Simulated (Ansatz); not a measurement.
Three curves of one kind of scan: energy against volume (even scaling of the relaxed cell, symmetry kept). Computed with PBE (plane waves to 420 eV, PAW, scalar-relativistic; Ansatz, a first-principles code). Each is measured from its own zero (the relaxed starting cell). 

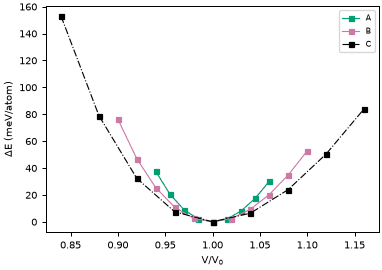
Figure. Curves A, B and C.

Q: Match the curves to these crystals:
- CdS (wurtzite), a = 4.1966 Å, b = 4.1966 Å, c = 6.8302 Å, α = 90.00°, β = 90.00°, γ = 120.00°
- Ga2O3 (corundum), a = b = 5.058 Å, c = 13.624 Å, α = β = 90.00°, γ = 120.00°
- WSi$_{2}$ (MoSi2 type, space group I4/mmm), a = b = 3.2294 Å, c = 7.8677 Å, α = β = γ = 90.00°

A: A is WSi2; B is Ga2O3; C is CdS.

All were relaxed with their symmetry unable to fall. Spin-orbit coupling is left out. The PAW data are Ansatz's earlier set. WSi2 is run without spin polarisation.

(A scan under strain: stresses follow from slopes of the energy per volume, elastic moduli from its curvatures.)
